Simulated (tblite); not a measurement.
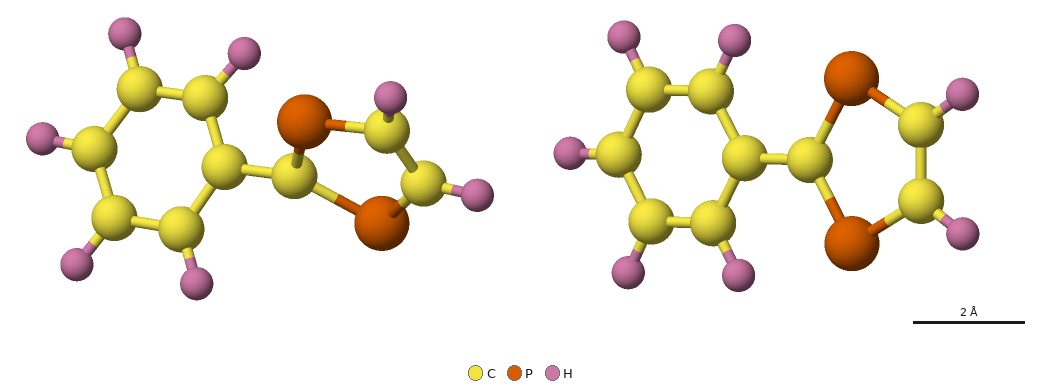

Two geometries of C9H7P2 (charge −1), drawn at one scale. One is the start of a relaxation, the other its converged end. A ball-and-stick model, seen at a tilt.

Theory: GFN2-xTB geometry optimisation, gas phase (tblite 0.8.0). 

### Which geometry has the lower energy?

The right one is the relaxed one. The energy falls by 223.6 kJ/mol in 98 geometry steps. The largest moves after the best rigid fit, 1.31 Å, are those of P and H atoms. Largest moves by element: P 1.31 Å, H 1.30 Å, C 0.62 Å. Near-neighbour distances that change, for instance: C–P 1.867 → 1.734 Å, C–C 1.447 → 1.374 Å, C–P 1.800 → 1.759 Å, C–C 1.413 → 1.378 Å. Among the angles between lasting bonds that change: C–C–H 146.0° → 122.1°, C–P–C 116.7° → 94.1°, C–C–P 142.9° → 121.9°. Groups turn about C–C by about 60°.
